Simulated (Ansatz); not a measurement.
**C₂H₇BrGe: density, localisation and related maps**

Input

```
crystal:
  periodic: [false, false, false]
  atoms:
    - {symbol: C, position_ang: [-0.538201, 1.438102, -0.692151]}
    - {symbol: C, position_ang: [0.026256, 0.068380, -0.325242]}
    - {symbol: Br, position_ang: [3.188895, 1.416334, 0.084076]}
    - {symbol: Ge, position_ang: [1.863918, -0.211444, -0.924480]}
    - {symbol: H, position_ang: [0.066534, 2.247975, -0.254503]}
    - {symbol: H, position_ang: [-0.557391, 1.591778, -1.783316]}
    - {symbol: H, position_ang: [-1.570094, 1.555163, -0.323783]}
    - {symbol: H, position_ang: [0.014858, -0.090226, 0.766382]}
    - {symbol: H, position_ang: [-0.574077, -0.747097, -0.768243]}
    - {symbol: H, position_ang: [2.020585, -0.010179, -2.440242]}
    - {symbol: H, position_ang: [2.433488, -1.569628, -0.488864]}
basis:
  gaussian:
    orbitals: def2-TZVPD
hamiltonian:
  xc: pbe0
magnetization:
  spin_polarized: false
  initial_magnetization: 0
output:
  forces: true
  orbitals: {seedname: orbitals}
```

Command:

```sh
ansatz run input.yaml --threads 2 --pin off --max-ram 4350MiB --events-out events.jsonl --progress --plain --runs-dir runs
```

Geometry: r2SCAN-D4/def2-SVP.

All numbers below come from Ansatz 0.2.0, isolated molecule in a Gaussian basis; Kohn-Sham density functional theory, functional PBE0.

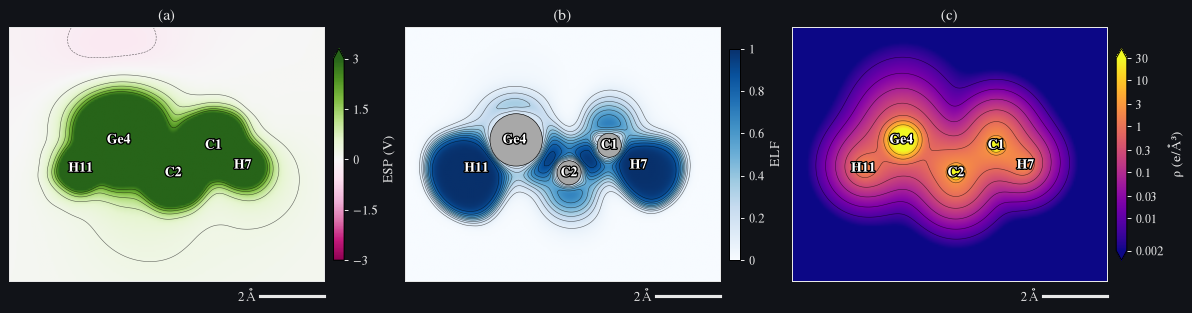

Figure 1. (a) molecular electrostatic potential; (b) ELF; (c) total electron density on the plane of atoms C2, C1 and H7. Grey discs cover the atomic cores in the ELF map.

### Interpret the plot.

The section cuts through C, Ge and H sites.
C–C (1.53 Å): ρ at the midpoint is about 1.6 e/Å³; the ELF peaks at about 0.95 between the atoms: a shared electron pair.
C–Ge (1.95 Å): the density is about 0.89 e/Å³ at the midpoint; the ELF peaks at about 0.90 in the valence shell of C, 0.7 Å from its nucleus, and is about 0.70 at the midpoint.
C–H (1.10 Å): the density is about 2 e/Å³ at the midpoint; the ELF climbs to about 1 towards the hydrogen, as it does in any bond to H (a covalent bond by its length).
Ge–H (1.54 Å): the density is about 1.1 e/Å³ at the midpoint; the ELF climbs to about 1 towards the hydrogen.
Outside the dense part of the molecule the potential is most negative (−0.4 V) near Br3, which lies off the plane.

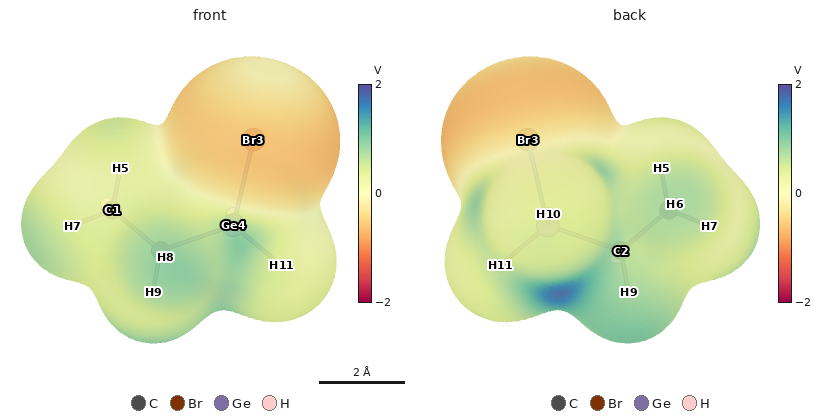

Figure 2. The molecular electrostatic potential painted on the density surface at 0.002 e/bohr³, seen from the front and from behind; the colour scale runs from red (negative) to blue (positive).

### Which sites attract a positive test charge, and which a negative one?

A positive charge is drawn to the negative regions and a negative charge to the positive ones. The most negative region (about −0.7 V, or −16 kcal/mol for a unit charge) lies over Br3, the most positive (about +1.7 V, or +39 kcal/mol for a unit charge) over Ge4.

### How polar is the molecule by this calculation?

Its dipole moment is 2.55 D.

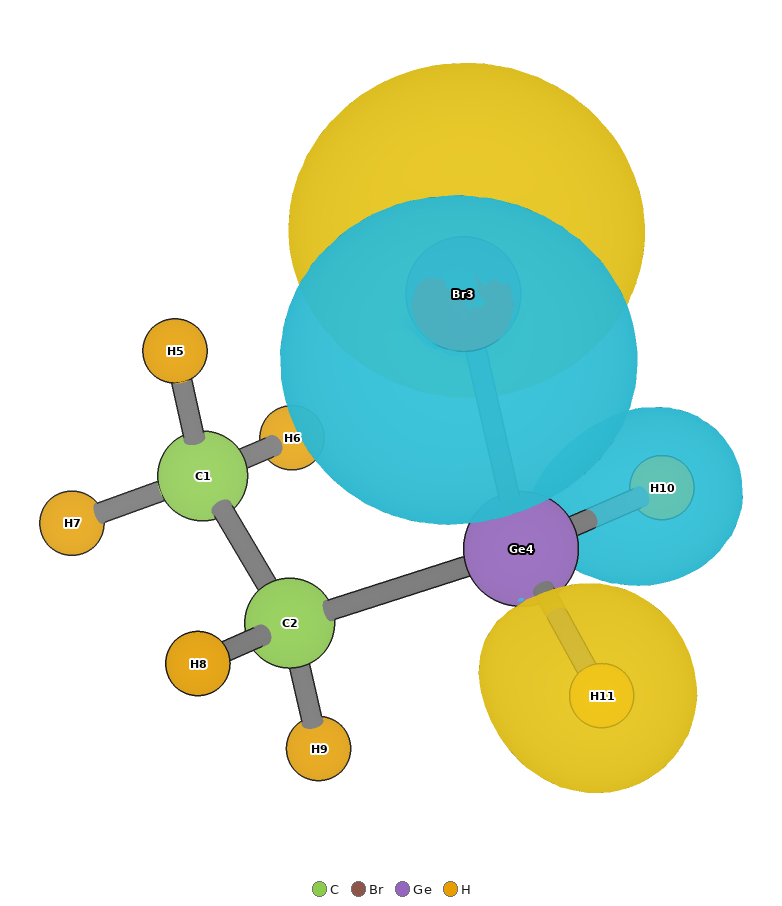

Figure 3. The HOMO−1 at ±0.1 Å⁻³ᐟ² (yellow and cyan are the two phases), seen at an oblique angle.

### Describe this orbital and give its energy.

It lies mainly on Br3 (about 80 %) and Ge4 (about 10 %); largely a lone pair of Br3. Its energy is −8.06 eV.
